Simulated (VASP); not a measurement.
# NiI2 with PBEsol + U: from relaxation to properties, part 2 of 10

What structure and properties does PBEsol + U give NiI2, and how near are they to the measured ones? The start is a cell from a database of measured crystal structures.

VASP 6.6.1, plane waves and PAW; the level of theory is named at each step.

So far, gap on the k-mesh (eV): step 2 (magnetic order: ferromagnetic) 0.723.

The database entry behind the starting cell differs from later determinations by our own check (an axis about 0.9 % short against later determinations), so it need not match the best structure at ambient conditions.

**3. Magnetic order: antiferromagnetic, q = (0, 0, 1/2)**

This step: PBEsol, DFT+U (Ni d 4 eV), spin-polarised from an antiferromagnetic start; plane waves and PAW (Ni, I) (VASP 6.6.1).

System of this step: NiI2. The structure is trigonal, space group R-3m (No. 166). Conventional cell: a = 3.892 Å, b = 3.892 Å, c = 19.634 Å, α = 90.00°, β = 90.00°, γ = 120.00°. Nearest to Ni lie 6 I at 2.78 Å. I has 3 Ni at 2.78 Å nearest. Farther neighbours and most contacts between anions are not listed.

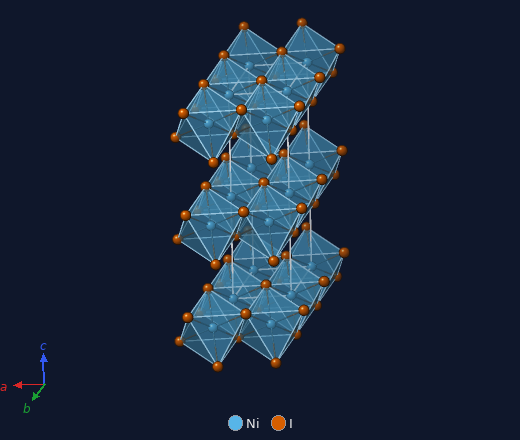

The cell of this step (nickel blue, iodine orange). 1×2×1 cells are drawn. Some periodic images of atoms are drawn too.

Next, a pattern with opposite moments, which needs a doubled cell; q is given in the reciprocal vectors of the primitive cell.

File INCAR:

```
SYSTEM = NiI2
PREC = Accurate
ENCUT = 400
EDIFF = 1E-06
NELM = 100
ISMEAR = 0
SIGMA = 0.05
LREAL = .FALSE.
ALGO = Normal
GGA = PS
NBANDS = 33
ISPIN = 2
MAGMOM = 1 -1 0 0 0 0
LDAU = .TRUE.
LDAUTYPE = 2
LDAUL = 2 -1
LDAUU = 4 0
LDAUJ = 0 0
LDAUPRINT = 1
LASPH = .TRUE.
LMAXMIX = 4
LORBIT = 11
LWAVE = .FALSE.
LCHARG = .FALSE.
KPAR = 8
ISIF = 2
```

File POSCAR:

```
NiI2
1.0
   -1.9460000000      3.3705708715      0.0000000000
    1.9460000000      3.3705708715      0.0000000000
   -3.8920000000     -2.2470472476    -13.0893333334
Ni I
2 4
Direct
    0.0000000000      0.0000000000      0.0000000000
    0.0000000000      0.0000000000      0.5000000000
    0.2500000000      0.5000000000      0.1250000000
    0.2500000000      0.5000000000      0.6250000000
    0.7500000000      0.5000000000      0.3750000000
    0.7500000000      0.5000000000      0.8750000000
```

File KPOINTS:

```
Automatic mesh
0
Gamma
7 7 7
0 0 0
```

Potentials, in the order of the species: Ni and I (PBE family, release 64).

Run with:

```bash
> mpirun -np 8 vasp_std
```

Output:

```text
[banner, memory and clock lines left out]
running    8 mpi-ranks, on    1 nodes
 distrk:  each k-point on    1 cores,    8 groups
 distr:  one band on    1 cores,    1 groups

 POSCAR found type information on POSCAR NiI
 POSCAR found :  2 types and       6 ions
 [... a notice as in an earlier step ...]

 [... a notice as in an earlier step ...]

 LDA part: xc-table for (Slater+PW92), standard interpolation
 POSCAR, INCAR and KPOINTS ok, starting setup
 FFT: planning ... GRIDC
 FFT: planning ... GRID_SOFT
 FFT: planning ... GRID
 WAVECAR not read
 entering main loop
       N       E                     dE             d eps       ncg     rms          rms(c)
DAV:   1     0.302290722548E+03    0.30229E+03   -0.16317E+04  5808   0.108E+03
DAV:   2     0.156072599666E+02   -0.28668E+03   -0.27220E+03  6366   0.259E+02
DAV:   3    -0.139599136300E+02   -0.29567E+02   -0.28458E+02  6857   0.960E+01
DAV:   4    -0.149586565079E+02   -0.99874E+00   -0.99621E+00  7598   0.187E+01
DAV:   5    -0.149838344892E+02   -0.25178E-01   -0.25173E-01  7331   0.319E+00    0.146E+01
DAV:   6    -0.156249894006E+02   -0.64115E+00   -0.13795E+01  7248   0.774E+01    0.125E+01
DAV:   7    -0.160888406650E+02   -0.46385E+00   -0.28173E+00  7453   0.266E+01    0.592E+00
DAV:   8    -0.163713853505E+02   -0.28254E+00   -0.35483E-01  8651   0.860E+00    0.400E+00
DAV:   9    -0.163751013326E+02   -0.37160E-02   -0.50453E-01  7045   0.192E+01    0.181E+00
DAV:  10    -0.164017915587E+02   -0.26690E-01   -0.13678E-01  7234   0.286E+00    0.830E-01
DAV:  11    -0.164054870557E+02   -0.36955E-02   -0.18423E-02  7247   0.280E+00    0.326E-01
DAV:  12    -0.164072060898E+02   -0.17190E-02   -0.41658E-03  7212   0.579E-01    0.209E-01
DAV:  13    -0.164078288361E+02   -0.62275E-03   -0.95807E-04  8046   0.611E-01    0.940E-02
DAV:  14    -0.164080409288E+02   -0.21209E-03   -0.56121E-04  7179   0.159E-01    0.347E-02
DAV:  15    -0.164080578456E+02   -0.16917E-04   -0.25522E-05  8184   0.591E-02    0.214E-02
DAV:  16    -0.164080630926E+02   -0.52470E-05   -0.42076E-06  6991   0.265E-02    0.167E-02
DAV:  17    -0.164080696780E+02   -0.65854E-05   -0.88216E-06  7638   0.235E-02    0.756E-03
DAV:  18    -0.164080696779E+02    0.11914E-09   -0.90963E-07  4342   0.959E-03
   1 F= -.16408070E+02 E0= -.16408070E+02  d E =-.572710E-11  mag=     0.0000
```

Elapsed: 64 s, on 8 MPI ranks of Intel Xeon 6975P-C (Granite Rapids), shared host; peak memory 3.6 GiB.

From OUTCAR (step 3):

```text
  LATTYP: Found a trigonal (rhomboedric) cell.
 ALAT       =    13.2808082753
 COS(alpha) =     0.9570595439

The static configuration has the point symmetry D_3d.

 Found     44 irreducible k-points:

   k-points           NKPTS =     44   k-points in BZ     NKDIM =     44   number of bands    NBANDS=     33

   dimension x,y,z NGX =    28 NGY =   28 NGZ =   90
   dimension x,y,z NGXF=    56 NGYF=   56 NGZF=  180

   ENCUT  =  400.0 eV  29.40 Ry    5.42 a.u.   6.35  6.35 22.57*2*pi/ulx,y,z

   NELECT =      48.0000    total number of electrons

atom =   1  type =  1  l = 2

 onsite density matrix

spin component  1

  0.9662 -0.0000  0.0000  0.0120  0.0000
 -0.0000  0.9770 -0.0000 -0.0000  0.0120
  0.0000 -0.0000  0.9587 -0.0000 -0.0000
  0.0120 -0.0000 -0.0000  0.9770  0.0000
  0.0000  0.0120 -0.0000  0.0000  0.9662

spin component  2

  0.7439 -0.0000 -0.0000 -0.3103 -0.0000
 -0.0000  0.4894 -0.0000  0.0000 -0.3103
 -0.0000 -0.0000  0.9524 -0.0000 -0.0000
 -0.3103  0.0000 -0.0000  0.4894 -0.0000
 -0.0000 -0.3103 -0.0000 -0.0000  0.7439

 occupancies and eigenvectors

  o =  0.2812  v =  0.0000  0.0000  0.0000  0.0000  0.0000  0.0000  0.8305  0.0000 -0.0000  0.5570      0.0000  0.0000  0.0000  0.0000  0.0000  0.0000  0.0000  0.0000  0.0000  0.0000
  o =  0.2812  v =  0.0000  0.0000  0.0000  0.0000  0.0000  0.5570  0.0000  0.0000  0.8305  0.0000      0.0000  0.0000  0.0000  0.0000  0.0000  0.0000  0.0000  0.0000  0.0000  0.0000
  o =  0.9521  v =  0.0000  0.0000  0.0000  0.0000  0.0000  0.0000 -0.5570  0.0000 -0.0000  0.8305      0.0000  0.0000  0.0000  0.0000  0.0000  0.0000  0.0000  0.0000  0.0000  0.0000
  o =  0.9521  v =  0.0000  0.0000  0.0000  0.0000  0.0000 -0.8305  0.0000  0.0000  0.5570  0.0000      0.0000  0.0000  0.0000  0.0000  0.0000  0.0000  0.0000  0.0000  0.0000  0.0000
  o =  0.9524  v =  0.0000  0.0000  0.0000  0.0000  0.0000  0.0000 -0.0000 -1.0000 -0.0000  0.0000      0.0000  0.0000  0.0000  0.0000  0.0000  0.0000  0.0000  0.0000  0.0000  0.0000
  o =  0.9584  v =  0.0000  0.5446 -0.0000  0.0000 -0.8387  0.0000  0.0000  0.0000  0.0000  0.0000      0.0000  0.0000  0.0000  0.0000  0.0000  0.0000  0.0000  0.0000  0.0000  0.0000
  o =  0.9584  v = -0.8387 -0.0000  0.0000  0.5446  0.0000  0.0000  0.0000  0.0000  0.0000  0.0000      0.0000  0.0000  0.0000  0.0000  0.0000  0.0000  0.0000  0.0000  0.0000  0.0000
  o =  0.9587  v =  0.0000 -0.0000 -1.0000  0.0000  0.0000  0.0000  0.0000  0.0000  0.0000  0.0000      0.0000  0.0000  0.0000  0.0000  0.0000  0.0000  0.0000  0.0000  0.0000  0.0000
  o =  0.9848  v =  0.0000  0.8387 -0.0000 -0.0000  0.5446  0.0000  0.0000  0.0000  0.0000  0.0000      0.0000  0.0000  0.0000  0.0000  0.0000  0.0000  0.0000  0.0000  0.0000  0.0000
  o =  0.9848  v =  0.5446 -0.0000  0.0000  0.8387  0.0000  0.0000  0.0000  0.0000  0.0000  0.0000      0.0000  0.0000  0.0000  0.0000  0.0000  0.0000  0.0000  0.0000  0.0000  0.0000

atom =   2  type =  1  l = 2

 onsite density matrix

spin component  1

spin component  2

  0.9662 -0.0000  0.0000  0.0120  0.0000
 -0.0000  0.9770 -0.0000 -0.0000  0.0120
  0.0000 -0.0000  0.9587  0.0000 -0.0000
  0.0120 -0.0000  0.0000  0.9770  0.0000
  0.0000  0.0120 -0.0000  0.0000  0.9662

 occupancies and eigenvectors

  o =  0.2812  v =  0.0000  0.8305  0.0000 -0.0000  0.5570  0.0000  0.0000  0.0000  0.0000  0.0000      0.0000  0.0000  0.0000  0.0000  0.0000  0.0000  0.0000  0.0000  0.0000  0.0000
  o =  0.2812  v =  0.5570  0.0000  0.0000  0.8305  0.0000  0.0000  0.0000  0.0000  0.0000  0.0000      0.0000  0.0000  0.0000  0.0000  0.0000  0.0000  0.0000  0.0000  0.0000  0.0000
  o =  0.9521  v =  0.0000 -0.5570  0.0000 -0.0000  0.8305  0.0000  0.0000  0.0000  0.0000  0.0000      0.0000  0.0000  0.0000  0.0000  0.0000  0.0000  0.0000  0.0000  0.0000  0.0000
  o =  0.9521  v = -0.8305  0.0000  0.0000  0.5570  0.0000  0.0000  0.0000  0.0000  0.0000  0.0000      0.0000  0.0000  0.0000  0.0000  0.0000  0.0000  0.0000  0.0000  0.0000  0.0000
  o =  0.9524  v =  0.0000 -0.0000 -1.0000  0.0000  0.0000  0.0000  0.0000  0.0000  0.0000  0.0000      0.0000  0.0000  0.0000  0.0000  0.0000  0.0000  0.0000  0.0000  0.0000  0.0000
  o =  0.9584  v =  0.0000  0.0000  0.0000  0.0000  0.0000  0.0000 -0.5446  0.0000 -0.0000  0.8387      0.0000  0.0000  0.0000  0.0000  0.0000  0.0000  0.0000  0.0000  0.0000  0.0000
  o =  0.9584  v =  0.0000  0.0000  0.0000  0.0000  0.0000  0.8387  0.0000 -0.0000 -0.5446 -0.0000      0.0000  0.0000  0.0000  0.0000  0.0000  0.0000  0.0000  0.0000  0.0000  0.0000
  o =  0.9587  v =  0.0000  0.0000  0.0000  0.0000  0.0000 -0.0000 -0.0000 -1.0000  0.0000  0.0000      0.0000  0.0000  0.0000  0.0000  0.0000  0.0000  0.0000  0.0000  0.0000  0.0000
  o =  0.9848  v =  0.0000  0.0000  0.0000  0.0000  0.0000 -0.0001 -0.8387  0.0000 -0.0001 -0.5446      0.0000  0.0000  0.0000  0.0000  0.0000  0.0000  0.0000  0.0000  0.0000  0.0000
  o =  0.9848  v =  0.0000  0.0000  0.0000  0.0000  0.0000 -0.5446  0.0001 -0.0000 -0.8387  0.0001      0.0000  0.0000  0.0000  0.0000  0.0000  0.0000  0.0000  0.0000  0.0000  0.0000

 E-fermi :   4.8546

 spin component 1
 k-point     1 :       0.0000    0.0000    0.0000
  band No.  band energies     occupation
    ...
     20       4.2717      1.00000
     21       4.4835      1.00000
     22       4.4835      1.00000
     23       4.5962      1.00000
     24       4.5962      1.00000
     25       6.1464      0.00000
     26       6.1464      0.00000
     27       8.3640      0.00000
     28       9.3588      0.00000
     29       9.6789      0.00000
    ...

 k-point     2 :       0.1429    0.0000    0.0000
  band No.  band energies     occupation
    ...
     20       3.7571      1.00000
     21       3.8738      1.00000
     22       4.2251      1.00000
     23       4.2381      1.00000
     24       4.5274      1.00000
     25       5.7695      0.00000
     26       6.0950      0.00000
     27       9.1595      0.00000
     28       9.6729      0.00000
     29      10.0408      0.00000
    ...

 k-point     3 :       0.2857    0.0000    0.0000
  band No.  band energies     occupation
    ...
     20       3.2753      1.00000
     21       3.2878      1.00000
     22       3.7054      1.00000
     23       3.8748      1.00000
     24       4.3311      1.00000
     25       5.7283      0.00000
     26       6.0214      0.00000
     27       8.1984      0.00000
     28       8.7636      0.00000
     29      10.2010      0.00000
    ...

 k-point     4 :       0.4286   -0.0000    0.0000
  band No.  band energies     occupation
    ...
     20       2.8459      1.00000
     21       2.9626      1.00000
     22       3.2141      1.00000
     23       3.8788      1.00000
     24       4.1847      1.00000
     25       5.9645      0.00000
     26       5.9833      0.00000
     27       7.1665      0.00000
     28       8.2483      0.00000
     29       9.4204      0.00000
    ...

  Total       -1.7403457     -1.7403457     -4.1373741      0.0000000      0.0000000     -0.0000000
  in kB      -16.2387384    -16.2387384    -38.6048222      0.0000000      0.0000000     -0.0000000
  external PRESSURE =     -23.6940997 kB  Pullay stress =       0.0000000 kB

  energy-cutoff  :      400.00
  volume of cell :      171.71
      direct lattice vectors                 reciprocal lattice vectors
    -1.946000000  3.370570872  0.000000000    -0.256937307  0.148342824  0.050932057
     1.946000000  3.370570872  0.000000000     0.256937307  0.148342824 -0.101864113
    -3.892000000 -2.247047248-13.089333333     0.000000000  0.000000000 -0.076398085

 POSITION                                       TOTAL-FORCE (eV/Angst)
 -----------------------------------------------------------------------------------
      0.00000      0.00000      0.00000        -0.000000      0.000000      0.000000
     -1.94600     -1.12352     -6.54467        -0.000000      0.000000     -0.000000
      0.00000      2.24705     -1.63617        -0.000000     -0.000000      0.794465
     -1.94600      1.12352     -8.18083        -0.000000     -0.000000      0.794465
     -1.94600      3.37057     -4.90850         0.000000      0.000000     -0.794465
     -3.89200      2.24705    -11.45317         0.000000      0.000000     -0.794465
 -----------------------------------------------------------------------------------
    total drift:                                0.000000     -0.000000     -0.000000

  FREE ENERGIE OF THE ION-ELECTRON SYSTEM (eV)
  ---------------------------------------------------
  free  energy   TOTEN  =       -16.4080696779 eV

  energy  without entropy=      -16.4080696778  energy(sigma->0) =      -16.40806968

 total charge
# of ion       s       p       d       tot
------------------------------------------
    1        0.332   0.302   8.244   8.877
    2        0.332   0.302   8.244   8.877
    3        1.514   2.735   0.024   4.274
    4        1.514   2.735   0.024   4.274
    5        1.514   2.735   0.024   4.274
    6        1.514   2.735   0.024   4.274
--------------------------------------------------
tot          6.719  11.546  16.585  34.850

 magnetization (x)
# of ion       s       p       d       tot
------------------------------------------
    1        0.003  -0.001   1.426   1.429
    2       -0.003   0.001  -1.426  -1.429
    3        0.008   0.163   0.001   0.172
    4       -0.008  -0.163  -0.001  -0.172
    5       -0.008  -0.163  -0.001  -0.172
    6        0.008   0.163   0.001   0.172
--------------------------------------------------
tot          0.000  -0.000   0.000   0.000

[... 1 part as in an earlier step ...]

[... 6 further parts left out ...]
```

At this level the cell is under a tension of 2.4 GPa, so at these settings it is away from equilibrium.

Numbers from this step:

```yaml
scf_cycles: 18
electrons: 48
bands: 33
free_energy_toten: -16.41 eV
fermi_energy: 4.855 eV
pressure: -2.369 GPa
conduction_bottom_at_k: -0.2857, 0.2857, 0
least_direct_gap_at_k: 0, 0.1429, 0.2857
gap_on_the_k_mesh: 0.9253 eV
least_direct_gap_on_the_k_mesh: 1.161 eV
```

Spin moment in the PAW sphere by atom:

```
atom  spin moment in the PAW sphere (μB)
 Ni1                                1.43
 Ni2                               -1.43
  I3                                0.17
  I4                               -0.17
  I5                               -0.17
  I6                                0.17
```

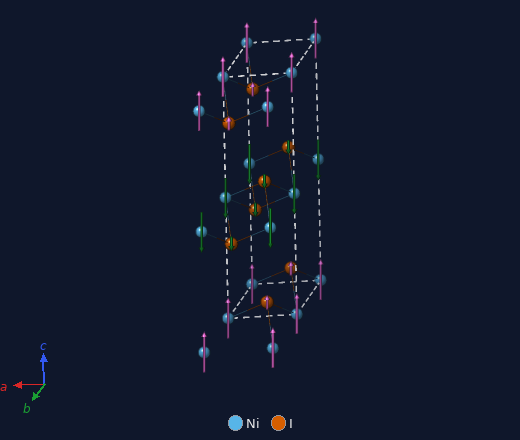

Spin moment in the PAW sphere as arrows, the longest 1.43 μB. Up and down stand for the sign. Arrows give size and sign along the axis of quantisation, drawn up and down the page. Each arrow also spans its atom, so small moments look longer than they are. The two directions have two colours. Bonds to atoms that aren't drawn are left out. 1×2×1 cells are drawn. Some periodic images of atoms are drawn too.

Force by atom:

```
atom  x (eV/Å)  y (eV/Å)  z (eV/Å)   size
 Ni1     0.000     0.000     0.000  0.000
 Ni2     0.000     0.000     0.000  0.000
  I3     0.000     0.000     0.794  0.794
  I4     0.000     0.000     0.794  0.794
  I5     0.000     0.000    -0.794  0.794
  I6     0.000     0.000    -0.794  0.794
```

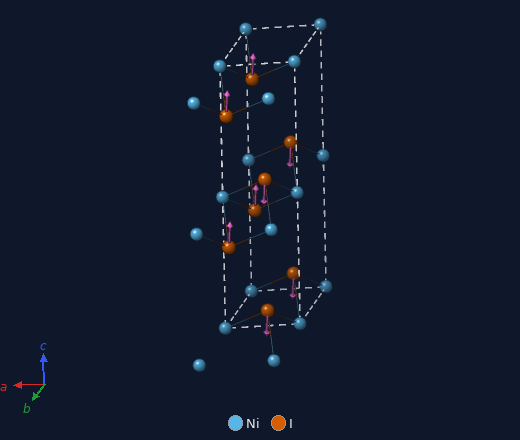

Force as arrows, the longest 0.794 eV/Å. Bonds to atoms that aren't drawn are left out. 1×2×1 cells are drawn. Some periodic images of atoms are drawn too.

The energy lies -5.9 meV an atom from the first pattern. The run ends antiferromagnetic with a largest moment of 1.43 μB, and the mesh shows a gap of 0.93 eV.

(Continued in part 3 of 10.)

[Lines on the potential files, build, host, timing and source positions are cut from VASP's logs without a mark.]

[Logs are printed without paths, hosts, clocks, repeated set-up lines and the standing remarks that a program may print on its own settings, such as how far it seeks lower states.]

[Hosts, paths, dates, database ids (printed as entryN), source tags and the programs' standing remarks are cut or masked in the printed files.]

[A measured line is paired with the nearest computed mode of its activity, which favours agreement.]

[In band tables of VASP the shares of atoms and orbitals are scaled to a sum of 1 inside the atoms' spheres.]
